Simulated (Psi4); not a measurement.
# doublet AlNH3Cl+: levels of theory compared

Aim: a comparison of 4 runs (U-r2SCAN/6-311+G**, UBLYP/6-311+G**, UPBE/6-311+G**, UTPSS/6-311+G**) of doublet AlNH3Cl+. 

The calculation is run with Psi4 1.11.

3 further runs of the same task are left out: 2 that didn't finish, 1 set aside as unsound or not needed.

## (1) Starting point

The species is AlNH3Cl+ (6 atoms), meant as a doublet with charge +1. SMILES of the parent species: `[NH2][AlH][Cl]`. The shape is that of a PBE0-D4/def2-TZVP optimisation. That shape belongs to the parent species and isn't relaxed for this state.

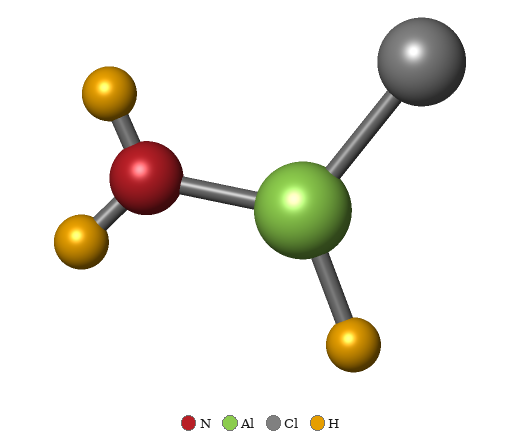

Viewed from a chosen angle; nitrogen red, aluminium green, chlorine grey, hydrogen amber.

## (2) A single-point energy at U-r2SCAN/6-311+G(d,p) (run 1)

The input, alclh3n.xyz:

```xyz
6
AlClH3N
N     -0.631100     0.250900    -0.718800
Al     0.477600    -0.073800     0.603600
Cl     1.413500    -1.951500     0.645600
H     -1.134300     1.115000    -0.838800
H     -0.852600    -0.395100    -1.458900
H      0.769000     0.990400     1.721000
```

The input, alclh3n.py:

```python
import psi4

psi4.set_memory(1600000000)
psi4.set_num_threads(1)
psi4.core.set_output_file('output.dat', False)

with open('alclh3n.xyz') as f:
    atoms = ''.join(f.readlines()[2:])
geom = psi4.geometry('1 2\n' + atoms + 'symmetry c1')

options = {'basis': '6-311+G**', 'reference': 'uks', 'puream': True, 'e_convergence': 1e-09, 'd_convergence': 1e-08, 'scf_type': 'pk', 'dft_radial_points': 99, 'dft_spherical_points': 590, 'maxiter': 200}
psi4.set_options(options)

E = psi4.energy("r2scan")
print(f'r2scan energy: {E:.10f} Eh')
```

Started as:

```sh
python alclh3n.py
```

output.dat:

```text
[...]
  Running in c1 symmetry.
[...]
  Nuclear repulsion =  128.961912815538909
[...]
  Multiplicity = 2
[...]
  Nalpha       = 20
  Nbeta        = 19
[...]
    Number of basis functions: 100
[...]
   @UKS iter   1:  -758.38368909599740    2.95004e-01   9.96250e-03 DIIS/ADIIS
[...]
   @UKS iter  17:  -758.86349102225813   -1.47793e-12   6.52303e-09 DIIS
[...]
   @S^2 Observed:                7.583689369E-01
[...]
    Orbital Energies [Eh]
    ---------------------
    Alpha Occupied:
       1A   -101.418945     2A    -56.001194     3A    -14.493586
       4A     -9.577199     5A     -7.320301     6A     -7.319417
       7A     -7.314170     8A     -4.315533     9A     -2.857804
      10A     -2.852634    11A     -2.848742    12A     -1.145375
      13A     -0.987606    14A     -0.767161    15A     -0.715875
      16A     -0.613343    17A     -0.582025    18A     -0.522699
      19A     -0.519306    20A     -0.493795
    Alpha Virtual:
      21A     -0.245574    22A     -0.222771    23A     -0.171889
      24A     -0.132091    25A     -0.117097    26A     -0.088755
[...]
  @UKS Final Energy:  -758.86349102225813
   => Energetics <=
    Nuclear Repulsion Energy =            128.9619128155389092
    One-Electron Energy =               -1296.2487999483928434
    Two-Electron Energy =                 463.0667078916958417
    DFT Exchange-Correlation Energy =     -54.6433117811000528
    Empirical Dispersion Energy =           0.0000000000000000
    VV10 Nonlocal Energy =                  0.0000000000000000
    Total Energy =                       -758.8634910222581311
[...]
 Multipole Moments:
 ------------------------------------------------------------------------------------
     Multipole            Electronic (a.u.)      Nuclear  (a.u.)        Total (a.u.)
 ------------------------------------------------------------------------------------
 L = 1.  Multiply by 2.5417464519 to convert [e a0] to [Debye]
 Dipole X            :          1.7492956           -3.5163349           -1.7670392
 Dipole Y            :         -2.6097777            4.2530646            1.6432870
 Dipole Z            :          0.6815240           -2.0346911           -1.3531670
 Magnitude           :                                                    2.7665648
[...]
```

The script printed:

```text
r2scan energy: -758.8634910223 Eh
```

Run time: 40 s. Hardware: 1 thread of Intel Xeon 6975P-C (Granite Rapids), shared host; peak memory 0.78 GiB.

## (3) The energy at UBLYP/6-311+G(d,p) (run 2)

alclh3n.xyz is that of step 2.

The input, calc.py:

```python
import psi4

psi4.set_memory('1600 MB')
psi4.set_num_threads(1)
psi4.core.set_output_file('output.dat', False)

with open('alclh3n.xyz') as f:
    atoms = ''.join(f.readlines()[2:])
m = psi4.geometry('1 2\n' + atoms + 'symmetry c1\nno_reorient\nno_com')

options = {'reference': 'uks', 'puream': True, 'e_convergence': 1e-09, 'd_convergence': 1e-08, 'scf_type': 'pk', 'dft_radial_points': 99, 'dft_spherical_points': 590, 'maxiter': 200}
psi4.set_options(options)

result, w = psi4.energy("blyp/6-311+G**", return_wfn=True)
psi4.oeprop(w, "WIBERG_LOWDIN_INDICES", "LOWDIN_CHARGES", "DIPOLE", title="BLYP")
print(f'blyp/6-311+G** energy: {result:.10f} Eh')
```

Started as:

```sh
python calc.py
```

output.dat:

```text
[...]
  Running in c1 symmetry.
[...]
  Nuclear repulsion =  128.961912815538909
[...]
  Multiplicity = 2
[...]
  Nalpha       = 20
  Nbeta        = 19
[...]
    Number of basis functions: 100
[...]
   @UKS iter   1:  -758.34245538500920    4.41244e-01   1.13648e-02 ADIIS/DIIS
[...]
   @UKS iter  58:  -758.94257965378665   -5.45697e-12   4.34352e-09 DIIS
[...]
   @S^2 Observed:                7.543209901E-01
[...]
    Orbital Energies [Eh]
    ---------------------
    Alpha Occupied:
       1A   -100.974109     2A    -55.666599     3A    -14.297915
       4A     -9.401558     5A     -7.232827     6A     -7.230083
       7A     -7.224857     8A     -4.179316     9A     -2.792540
      10A     -2.787821    11A     -2.784443    12A     -1.058515
      13A     -0.961355    14A     -0.718484    15A     -0.673788
      16A     -0.572000    17A     -0.549622    18A     -0.518492
      19A     -0.511115    20A     -0.490769
    Alpha Virtual:
      21A     -0.256013    22A     -0.239916    23A     -0.193237
      24A     -0.150524    25A     -0.142974    26A     -0.120344
[...]
  @UKS Final Energy:  -758.94257965378665
   => Energetics <=
    Nuclear Repulsion Energy =            128.9619128155389092
    One-Electron Energy =               -1296.1856602622342507
    Two-Electron Energy =                 462.9753532507725140
    DFT Exchange-Correlation Energy =     -54.6941854578637745
    Empirical Dispersion Energy =           0.0000000000000000
    VV10 Nonlocal Energy =                  0.0000000000000000
    Total Energy =                       -758.9425796537866518
[...]
 Multipole Moments:
 ------------------------------------------------------------------------------------
     Multipole            Electronic (a.u.)      Nuclear  (a.u.)        Total (a.u.)
 ------------------------------------------------------------------------------------
 L = 1.  Multiply by 2.5417464519 to convert [e a0] to [Debye]
 Dipole X            :        -46.6528286           46.4923649           -0.1604637
 Dipole Y            :         57.8365191          -57.9546877           -0.1181686
 Dipole Z            :        -25.3150287           24.9702741           -0.3447546
 Magnitude           :                                                    0.3982061
[...]
```

On the terminal:

```text
blyp/6-311+G** energy: -758.9425796538 Eh
```

Run time: 53 s. Hardware: 1 thread of Intel Xeon 6975P-C (Granite Rapids), shared host; peak memory 0.78 GiB.

Run 3 isn't shown in full; the table further down has it.

## (4) Energy and gradient at UTPSS/6-311+G(d,p) (run 4)

The input, run.py:

```python
import psi4

psi4.set_memory('1600 MB')
psi4.set_num_threads(1)
psi4.set_output_file('psi4.out', False)

m = psi4.geometry("""
1 2
N     -0.631100     0.250900    -0.718800
Al     0.477600    -0.073800     0.603600
Cl     1.413500    -1.951500     0.645600
H     -1.134300     1.115000    -0.838800
H     -0.852600    -0.395100    -1.458900
H      0.769000     0.990400     1.721000
units angstrom
symmetry c1
no_reorient
no_com
""")

psi4.set_options({
    'basis': '6-311+G**',
    'reference': 'uks',
    'puream': True,
    'e_convergence': 1e-09,
    'd_convergence': 1e-08,
    'scf_type': 'pk',
    'dft_radial_points': 99,
    'dft_spherical_points': 590,
    'maxiter': 200,
})

E = psi4.gradient('tpss')
print('gradient / Eh bohr^-1')
print(E.np.round(6))
```

Started as:

```sh
python run.py
```

psi4.out:

```text
[...]
  Running in c1 symmetry.
[...]
  Nuclear repulsion =  128.961912815538909
[...]
  Multiplicity = 2
[...]
  Nalpha       = 20
  Nbeta        = 19
[...]
    Number of basis functions: 100
[...]
   @UKS iter   1:  -758.47891291226017    3.51280e-01   1.05154e-02 ADIIS/DIIS
[...]
   @UKS iter  24:  -759.00573315893530   -1.13687e-13   2.17055e-09 DIIS
[...]
   @S^2 Observed:                7.560661030E-01
[...]
  @UKS Final Energy:  -759.00573315893530
   => Energetics <=
    Nuclear Repulsion Energy =            128.9619128155389092
    One-Electron Energy =               -1296.2350003455885599
    Two-Electron Energy =                 463.0457579514123836
    DFT Exchange-Correlation Energy =     -54.7784035802980398
    Empirical Dispersion Energy =           0.0000000000000000
    VV10 Nonlocal Energy =                  0.0000000000000000
    Total Energy =                       -759.0057331589352998
[...]
 Multipole Moments:
 ------------------------------------------------------------------------------------
     Multipole            Electronic (a.u.)      Nuclear  (a.u.)        Total (a.u.)
 ------------------------------------------------------------------------------------
 L = 1.  Multiply by 2.5417464519 to convert [e a0] to [Debye]
 Dipole X            :        -46.8616288           46.4923649           -0.3692639
 Dipole Y            :         57.8938245          -57.9546877           -0.0608633
 Dipole Z            :        -25.5441909           24.9702741           -0.5739168
 Magnitude           :                                                    0.6851574
[...]
  -Total Gradient:
     Atom            X                  Y                   Z
    ------   -----------------  -----------------  -----------------
       1        0.021158409524    -0.000764533603     0.029357871827
       2       -0.042232555979     0.000361417049    -0.058419182314
       3        0.001907014338     0.004478779043     0.005637956179
       4        0.009934297332    -0.015526687663     0.003247854744
       5        0.005812965945     0.010192243844     0.014655261438
       6        0.003411689489     0.001251298439     0.005503837417
[...]
```

The script printed:

```text
gradient / Eh bohr^-1
[[ 0.021158 -0.000765  0.029358]
 [-0.042233  0.000361 -0.058419]
 [ 0.001907  0.004479  0.005638]
 [ 0.009934 -0.015527  0.003248]
 [ 0.005813  0.010192  0.014655]
 [ 0.003412  0.001251  0.005504]]
```

Run time: 68 s. Hardware: 1 thread of Intel Xeon 6975P-C (Granite Rapids), shared host; peak memory 0.78 GiB.

## (5) The series

```csv
run,level,properties,task,energy (Eh),HOMO energy (eV),LUMO energy (eV),⟨S²⟩,wall time
1,U-r2SCAN/6-311+G**,–,energy,-758.863491,-13.34,-13.16,0.758,40 s
2,UBLYP/6-311+G**,"(wiberg, lowdin, dipole)",energy,-758.942580,-13.17,-13.16,0.754,53 s
3,UPBE/6-311+G**,–,gradient,-758.558083,-13.29,-13.28,0.754,1.7 min
4,UTPSS/6-311+G**,–,gradient,-759.005733,-13.30,-13.22,0.756,68 s
```

## (6) Outcome

| quantity | value |
| --- | --- |
| run 4: total energy | -759.00573 Eh |
| run 4: HOMO energy (highest over α and β) | -13.30 eV |
| run 4: LUMO energy (lowest over α and β) | -13.22 eV |
| run 4: ⟨S²⟩ | 0.756 |
| run 4: largest force on an atom | 3.707 eV/Å |

In words: Totals of different functionals can't be ranked against each other. All runs together took 4.4 min, the longest 1.7 min.
